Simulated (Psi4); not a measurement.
# SiH4 (SMILES [H][Si]([H])([H])[H]): a first try and a second

Wanted: a single-point energy of SiH4, MP3/def2-SVPD (fitted SCF).

The results are computed with Psi4 1.11.

4 further runs of the same task are left out: 4 set aside as unsound or not needed.

### Step 1. Starting point

SiH4 has 5 atoms, charge 0, and is taken as a singlet. SMILES: `[H][Si]([H])([H])[H]`. Geometry: relaxed at GFN2-xTB.

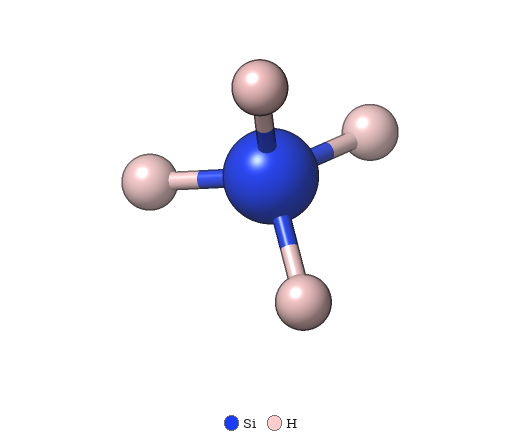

The structure, seen from a chosen angle (silicon blue, hydrogen pink).

### Step 2. Try one

Contents of h4si.py:

```python
import psi4

psi4.set_memory(1600000000)
psi4.set_num_threads(1)
psi4.set_output_file('output.dat', False)

mol = psi4.geometry("""
0 1
Si     0.000060    -0.000040     0.000090
H      0.011300    -0.019430     1.460880
H      1.373450     0.011260    -0.497760
H     -0.696580     1.196700    -0.465720
H     -0.688230    -1.188490    -0.497490
units bohr
symmetry c1
no_reorient
no_com
""")

psi4.set_options({
    'freeze_core': True,
    'mp_type': 'conv',
    'maxiter': 60,
})

e, wfn = psi4.energy("mp3/def2-SVPD", return_wfn=True)
print(f'mp3/def2-SVPD energy: {e:.10f} Eh')
```

Launch:

```sh
$ python h4si.py
```

output.dat:

```text
[...]
  Running in c1 symmetry.
[...]
  Nuclear repulsion =   40.847841726089293
[...]
  Multiplicity = 1
[...]
  Nalpha       = 9
  Nbeta        = 9
[...]
    Number of basis functions: 56
[...]
   @RHF iter   1:  -288.62053413026308    2.55831e+00   4.50233e-03 ADIIS/DIIS
[...]
   @RHF iter   8:  -288.66238400855428   -2.27374e-13   2.11800e-09 DIIS
[...]
    Orbital Energies [Eh]
    ---------------------
    Doubly Occupied:
       1A    -68.554452     2A     -6.168157     3A     -4.264678
       4A     -4.264670     5A     -4.264645     6A     -0.917434
       7A     -0.553409     8A     -0.553358     9A     -0.553331
[...]
  @RHF Final Energy:  -288.66238400855428
   => Energetics <=
    Nuclear Repulsion Energy =             40.8478417260892925
    One-Electron Energy =                -478.8321868488569066
    Two-Electron Energy =                 149.3219611142133090
    Total Energy =                       -288.6623840085542838
[...]
 Multipole Moments:
 ------------------------------------------------------------------------------------
     Multipole            Electronic (a.u.)      Nuclear  (a.u.)        Total (a.u.)
 ------------------------------------------------------------------------------------
 L = 1.  Multiply by 2.5417464519 to convert [e a0] to [Debye]
 Dipole X            :         -0.0006685            0.0007800            0.0001115
 Dipole Y            :          0.0005429           -0.0005200            0.0000229
 Dipole Z            :         -0.0009755            0.0011700            0.0001945
 Magnitude           :                                                    0.0002253
[...]
	SCS-MP2 Total Energy (a.u.)        :  -288.81599127781772
	SOS-MP2 Total Energy (a.u.)        :  -288.82153500178077
[...]
	SOS-PI-MP2 Total Energy (a.u.)     :  -288.83377738587512
[...]
	MP2 Total Energy (a.u.)            :  -288.80490382989171
[...]
	SCS-MP3 Total Energy (a.u.)        :  -288.82274870513214
[...]
	MP3 Total Energy (a.u.)            :  -288.83193353914947
[...]
```

Standard output:

```text
mp3/def2-SVPD energy: -288.8319335391 Eh
```

It took 1.8 s on 1 thread of Intel Xeon 6975P-C (Granite Rapids), shared host; peak memory 0.26 GiB.

### Step 3. What went wrong

The program ended normally, but the settings are unsound, so its numbers aren't properties of the molecule.

The cause is that the coordinates are read in the wrong unit, so the molecule is scaled by the ratio of bohr to ångström. As the program read them, the closest atoms are 0.77 Å apart, against 1.46 Å in the sound input.

### Step 4. Try two

Contents of run.py:

```python
import psi4

psi4.set_memory('1600 MB')
psi4.set_num_threads(1)
psi4.set_output_file('run.log', False)

molecule = psi4.geometry("""
0 1
Si
H 1 1.460962
H 1 1.460884 2 109.48843
H 1 1.460984 3 109.46807 2 120.00879
H 1 1.460734 3 109.46208 4 119.97952
units angstrom
symmetry c1
no_reorient
no_com
""")

psi4.set_options({
    'freeze_core': True,
    'mp_type': 'conv',
})

result = psi4.energy('mp3/def2-SVPD')
print(f'mp3/def2-SVPD energy: {result:.10f} Eh')
for k, v in sorted(psi4.core.scalar_variables().items()):
    print(f'{k:45s} {v:18.10f}')
```

Launch:

```sh
$ python run.py
```

run.log:

```text
[...]
  Running in c1 symmetry.
[...]
  Nuclear repulsion =   21.615743529002931
[...]
  Multiplicity = 1
[...]
  Nalpha       = 9
  Nbeta        = 9
[...]
    Number of basis functions: 56
[...]
   @RHF iter   1:  -291.13240458406244   -4.48263e-01   2.10834e-03 DIIS/ADIIS
[...]
   @RHF iter   8:  -291.15549568742074   -4.54747e-13   8.98164e-10 DIIS
[...]
    Orbital Energies [Eh]
    ---------------------
    Doubly Occupied:
       1A    -68.750979     2A     -6.122723     3A     -4.232980
       4A     -4.232979     5A     -4.232978     6A     -0.733894
       7A     -0.488569     8A     -0.488552     9A     -0.488519
[...]
  @RHF Final Energy:  -291.15549568742074
   => Energetics <=
    Nuclear Repulsion Energy =             21.6157435290029305
    One-Electron Energy =                -445.9981313448480478
    Two-Electron Energy =                 133.2268921284243959
    Total Energy =                       -291.1554956874207392
[...]
 Multipole Moments:
 ------------------------------------------------------------------------------------
     Multipole            Electronic (a.u.)      Nuclear  (a.u.)        Total (a.u.)
 ------------------------------------------------------------------------------------
 L = 1.  Multiply by 2.5417464519 to convert [e a0] to [Debye]
 Dipole X            :          0.0002798           -0.0001596            0.0001202
 Dipole Y            :          0.0003768           -0.0002426            0.0001342
 Dipole Z            :          0.0005701           -0.0003725            0.0001976
 Magnitude           :                                                    0.0002674
[...]
	SCS-MP2 Total Energy (a.u.)        :  -291.28972759819851
	SOS-MP2 Total Energy (a.u.)        :  -291.29636213086127
[...]
	SOS-PI-MP2 Total Energy (a.u.)     :  -291.30719801112588
[...]
	MP2 Total Energy (a.u.)            :  -291.27645853287294
[...]
	SCS-MP3 Total Energy (a.u.)        :  -291.29600985179803
[...]
	MP3 Total Energy (a.u.)            :  -291.30158754727097
[...]
```

It took 1.8 s on 1 thread of Intel Xeon 6975P-C (Granite Rapids), shared host; peak memory 0.26 GiB.

### Step 5. What came out

Level: MP3/def2-SVPD (fitted SCF).

| quantity | value |
| --- | --- |
| total energy | -291.30159 Eh |
| HOMO energy (Hartree–Fock orbitals) | -13.29 eV |
| LUMO energy (Hartree–Fock orbitals) | 2.20 eV |
| HOMO–LUMO gap (Hartree–Fock orbitals) | 15.49 eV |
| correlation energy (5 core orbitals frozen) | -146.1 mEh |

In words: The first attempt's energy was +67.203 eV off this one.
